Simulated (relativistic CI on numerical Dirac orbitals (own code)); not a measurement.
# O⁺: relativistic CI calculation

- system: O⁺.
- method: Dirac-Coulomb-Breit CI, KLI orbitals optimised for each configuration, model QED (radiative potential, 1s self-energy scaled to tabulated hydrogen-like ionisation energies), valence Slater integrals scaled by 0.85, P86 correlation energy added to each configuration, no configuration mixing (relativistic CI on numerical Dirac orbitals, in-house)

The input:
```
atom O  Z=8  charge=1  electrons=7
nucleus A=16  rms_radius_fm=2.6991
hamiltonian dirac-coulomb  breit=on  qed=on  c_scale=1
orbitals kli  potential=per-configuration
slater_scale 0.85
correlation p86
mixing off
configurations
  [He] 2s2 2p3
  [He] 2s 2p4
  [He] 2s2 2p2 3s
  [He] 2s2 2p2 3p
  [He] 2s2 2p2 3d
  [He] 2s2 2p2 4s
  [He] 2p5
  [He] 2s2 2p2 4p
  [He] 2s2 2p2 4d
  [He] 2s2 2p2 4f
  [He] 2s2 2p 3s2
  [He] 2s2 2p 3s 3p
  [He] 2s2 2p 3s 3d
  [He] 2s2 2p 3p2
  [He] 2s 2p3 3s
end
```

The run was one of a batch that the task file lists, launched with:
```bash
python <driver script> task.json out
```

The program writes its results to a structured record and prints no log; tables and figures of this report are taken from that record.

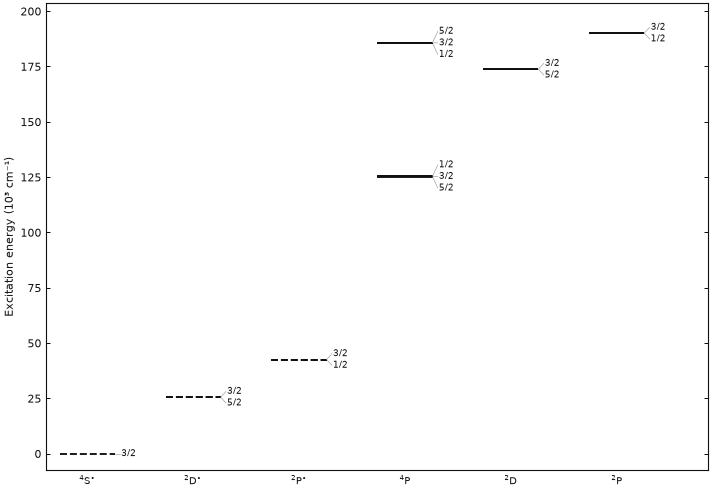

**Figure 1.** Level diagram of O⁺ (oxygen, Z = 8). The lowest level is 2s² 2p³ ⁴S°₃/₂. The first excited level, 2s² 2p³ ²D°₅/₂, lies at 25,500 cm⁻¹. The lowest level of opposite parity, 2s 2p⁴ ⁴P₅/₂, is at 125,000 cm⁻¹. The levels are close to LS coupling (mean leading weight 100 % in LS and 67 % in jj).

```tsv
Configuration	Level	E (cm⁻¹)	LS purity (%)
2s² 2p³	⁴S°₃/₂	0	100
2s² 2p³	²D°₅/₂	25,500	100
2s² 2p³	²D°₃/₂	25,520	100
2s² 2p³	²P°₁/₂	42,540	100
2s² 2p³	²P°₃/₂	42,550	100
2s 2p⁴	⁴P₅/₂	125,100	100
2s 2p⁴	⁴P₃/₂	125,300	100
2s 2p⁴	⁴P₁/₂	125,400	100
2s 2p⁴	²D₅/₂	173,700	100
2s 2p⁴	²D₃/₂	173,800	100
2s² 2p² 3s	⁴P₁/₂	185,500	100
2s² 2p² 3s	⁴P₃/₂	185,600	100
2s² 2p² 3s	⁴P₅/₂	185,800	100
2s² 2p² 3s	²P₁/₂	190,000	100
2s² 2p² 3s	²P₃/₂	190,200	100
```

Results in brief:

| quantity | value |
| --- | --- |
| outcome | converged |
| lowest level | 2s² 2p³ ⁴S°₃/₂ |
| first excited level | 2s² 2p³ ²D°₅/₂, 25,502 cm⁻¹ |
| levels computed | 242 |
| SCF iterations | 138 |
| hardware | 1 CPU thread, shared host |
| wall time | 0.71 s |

Remarks:

Caveats: near-neutral ion: configurations can be misplaced by up to about 10000 cm⁻¹, over 20000 where the f count changes; rates and lifetimes follow the computed energies and can be off by orders of magnitude; only a limited list of configurations is included, so lower levels can be missing.
